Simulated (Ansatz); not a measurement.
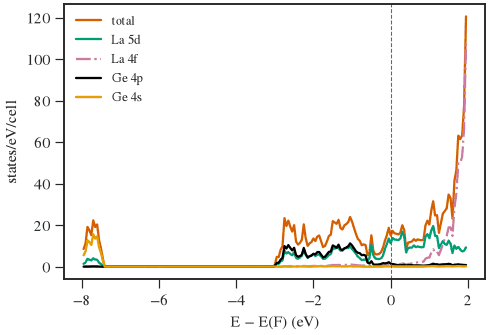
Figure: Total and projected density of states of La5Ge3 in space group P6_3/mcm (No. 193; La on 4d, La on 6g, Ge on 6g), plane-wave PAW r²SCAN (Ansatz code)

Which orbitals carry the states next to the Fermi level?

Within 0.5 eV of the Fermi level: La 5d 76 %, Ge 4p 9 %, La 4f 7 %. Projections are on Löwdin-orthogonalised atomic valence shells; empty p or d shells of many metals are not among them.

Where is the tallest occupied peak in this window, and what makes it?

Near -1.0 eV, about 24 states/eV per cell; the largest projected share is Ge 4p.

The first step of the workflow began from a Materials Project structure, measured or hypothetical; the Crystallography Open Database copy checked does not list it. Its standing as an ambient phase is unchecked. The r²SCAN relaxation kept the symmetry of its start; whether a distortion lowers the energy is not shown. Spin–orbit coupling is left out wherever it is not named.

Potentials: the later of the program's two PAW sets.
